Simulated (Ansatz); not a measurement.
# BH2Br (SMILES [H]B([H])Br): PBE/STO-3G

What is the electronic atomisation energy of BH2Br at PBE/STO-3G? 

The results are computed with Ansatz 0.2.0.

51 further runs of the same task are left out: 2 that didn't finish, 49 set aside as unsound or not needed.

## Step 1: Starting point

BH2Br has 4 atoms, charge 0, and is taken as a singlet. SMILES: `[H]B([H])Br`. Geometry: relaxed at GFN2-xTB.

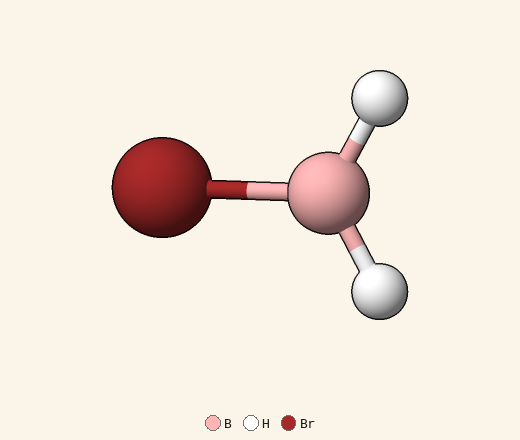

Viewed from a chosen angle; boron pink, hydrogen white, bromine red.

## Step 2: A single-point energy at PBE/STO-3G

File job.yaml:

```yaml
crystal:
  periodic: [false, false, false]
  atoms:
    - {symbol: B, position_ang: [0.091040, 0.150920, -0.000430]}
    - {symbol: H, position_ang: [1.259830, 0.109070, 0.015270]}
    - {symbol: H, position_ang: [-0.490130, 1.165750, -0.019120]}
    - {symbol: Br, position_ang: [-0.860740, -1.425740, 0.004280]}
basis:
  gaussian:
    orbitals: STO-3G
hamiltonian:
  xc: {name: PBE}
accuracy: high
```

Run with:

```
$ ansatz run job.yaml --threads 1 --pin off --max-ram 2610MiB --events-out events.jsonl --progress --plain --runs-dir runs
```

The log of the run:

```text
Warning: RAYON_NUM_THREADS=1 ignored (pool sized by the plan → 1); use --threads N
Functional definition: PBE
  name "PBE"
  parameter kappa = 0.804
  parameter beta = 0.06672455060314922
  exchange = pbe_x(kappa = kappa, mu = beta*pi^2/3)
  correlation = pbe_c(beta = beta)
344 factors; integrals over basis functions are off by at most 1.9e-8 eV
mean field evaluation 1: about -69967.5339 eV, gradient 8.8e0 eV
mean field evaluation 2: about -69967.2408 eV, gradient 1.2e1 eV
mean field evaluation 4: about -69967.7995 eV, gradient 1.6e-1 eV
mean field evaluation 8: about -69967.7541 eV, gradient 5.6e-4 eV
mean field -69967.75411332 eV, -2571.2675378175 hartree, gradient 1.3e-8 eV, S^2 0.000000; 0 other end points of the search recorded, 0 dependent functions left out
reference -69967.75411483 eV, -2571.2675378729 hartree; 21, 21 occupied and 4, 4 virtual orbitals, 344 factors
Total energy: -69967.75411483 eV, -2571.2675378729 hartree
```

It took 1.1 s on 1 thread of Arm Neoverse V1, shared host; peak memory 0.091 GiB.

## Step 3: The B atom, same level

File molecule.yaml:

```yaml
crystal:
  periodic: [false, false, false]
  atoms:
    - {symbol: B, position_ang: [0.000000, 0.000000, 0.000000]}
basis:
  gaussian:
    orbitals: STO-3G
magnetization:
  spin_polarized: true
  initial_magnetization: 1
hamiltonian:
  xc: pbe
accuracy: high
```

Run with:

```
$ ansatz run molecule.yaml --threads 1 --pin off --max-ram 2610MiB --events-out events.jsonl --progress --plain --runs-dir runs
```

The log of the run, shortened:

```text
Warning: RAYON_NUM_THREADS=1 ignored (pool sized by the plan → 1); use --threads N
[... 6 set-up lines as earlier in the session ...]
15 factors; integrals over basis functions are off by at most 8.9e-10 eV
mean field evaluation 1: about -659.1828 eV, gradient 1.2e-6 eV
mean field evaluation 2: about -659.1827 eV, gradient 3.8e-6 eV
mean field evaluation 4: about -659.1827 eV, gradient 8.0e-7 eV
mean field evaluation 8: about -659.1825 eV, gradient 0.0e0 eV
mean field evaluation 16: about -659.1379 eV, gradient 5.5e0 eV
mean field -659.18268237 eV, -24.2245167672 hartree, gradient 0.0e0 eV, S^2 0.750000; 2 other end points of the search recorded, 0 dependent functions left out
reference -659.18268363 eV, -24.2245168132 hartree; 3, 2 occupied and 2, 3 virtual orbitals, 15 factors
Total energy: -659.18268363 eV, -24.2245168132 hartree
```

Run time: 0.3 s. Hardware: 1 thread of Arm Neoverse V1, shared host.

## Step 4: The Br atom, same level

File job.yaml:

```yaml
crystal:
  periodic: [false, false, false]
  atoms:
    - {symbol: Br, position_ang: [0.000000, 0.000000, 0.000000]}
basis:
  gaussian: {orbitals: STO-3G}
magnetization: {spin_polarized: true, initial_magnetization: 1}
hamiltonian: {xc: pbe}
accuracy: high
```

Run the same way, it converges to -2545.50147 Eh (log not shown).

## Step 5: The H atom at the same level

File input.yaml:

```yaml
crystal:
  periodic: [false, false, false]
  atoms:
    - {symbol: H, position_ang: [0.000000, 0.000000, 0.000000]}
basis:
  gaussian: {orbitals: STO-3G}
magnetization: {spin_polarized: true, initial_magnetization: 1}
hamiltonian: {xc: pbe}
accuracy: high
```

Run with:

```
$ ansatz run input.yaml --threads 1 --pin off --max-ram 2610MiB --events-out events.jsonl --progress --plain --runs-dir runs
```

The log of the run, shortened:

```text
Warning: RAYON_NUM_THREADS=1 ignored (pool sized by the plan → 1); use --threads N
[... 6 set-up lines as earlier in the session ...]
1 factors; integrals over basis functions are off by at most 4.6e-10 eV
mean field evaluation 1: about -12.6363 eV, gradient 0.0e0 eV
mean field evaluation 2: about -12.6363 eV, gradient 0.0e0 eV
mean field -12.63630448 eV, -0.4643756244 hartree, gradient 0.0e0 eV, S^2 0.750000; 0 other end points of the search recorded, 0 dependent functions left out
reference -12.63630558 eV, -0.4643756647 hartree; 1, 0 occupied and 0, 1 virtual orbitals, 1 factors
Total energy: -12.63630558 eV, -0.4643756647 hartree
```

Run time: 0.08 s. Hardware: 1 thread of Arm Neoverse V1, shared host.

## Step 6: Summary of results

Level: PBE/STO-3G.

```
                     quantity           value
       molecule: total energy  -2571.26754 Eh
         B atom: total energy    -24.22452 Eh
                 B atom: ⟨S²⟩           0.750
        Br atom: total energy  -2545.50147 Eh
                Br atom: ⟨S²⟩           0.750
         H atom: total energy     -0.46438 Eh
                 H atom: ⟨S²⟩           0.750
electronic atomisation energy       16.675 eV
```

What this shows: Taking the molecule apart into free atoms costs 16.68 eV (1609 kJ/mol), before zero-point energy and without spin-orbit coupling. In a minimal basis such a difference can be off by several eV, whatever the method.
